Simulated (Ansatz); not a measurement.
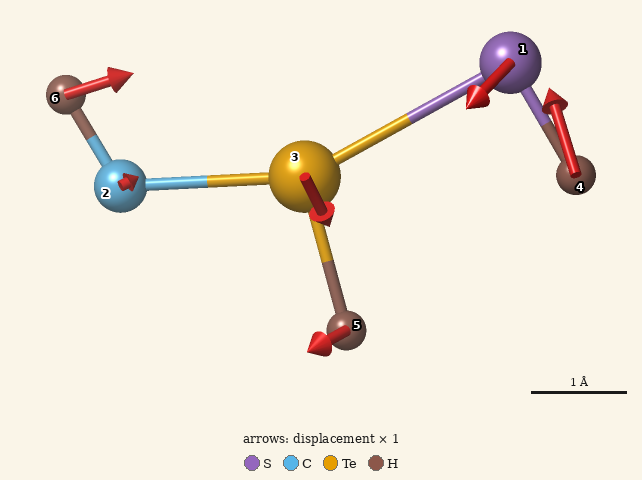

A relaxation of CH₃STe (charge +1). The starting structure is drawn; red arrows show the displacements, at their true length. The two geometries are superimposed by the best rigid fit.

The picture is a ball-and-stick view, seen at a tilt.

It is one of the separated reactants of a reaction.

All numbers below come from Ansatz 0.2.0, RKS PBE0-D4/def2-TZVP. Set-up: force threshold 0.005 eV/Å; at most 200 steps.

> What did the optimiser do to the structure, and how much energy did it gain?

Over 27 accepted moves (30 points after the start) the energy falls by 41.5 kJ/mol. The largest force component goes from 0.66 to 0.0034 eV/Å. The line search rejected the trial steps at points 17, 23, 28 of the run. The atom that moves furthest after the best rigid fit is H4 (1.11 Å). Largest moves by element: H 1.11 Å, S 0.86 Å, Te 0.80 Å, C 0.23 Å. Some distances before and after: S1–Te3 2.504 → 2.370 Å, C2–Te3 1.962 → 2.083 Å, S1–H4 1.371 → 1.349 Å, Te3–H5 1.679 → 1.665 Å. Among the angles between lasting bonds that change: S1–Te3–C2 154.3° → 113.4°, C2–Te3–H5 102.2° → 90.7°, Te3–C2–H6 118.2° → 108.3°.
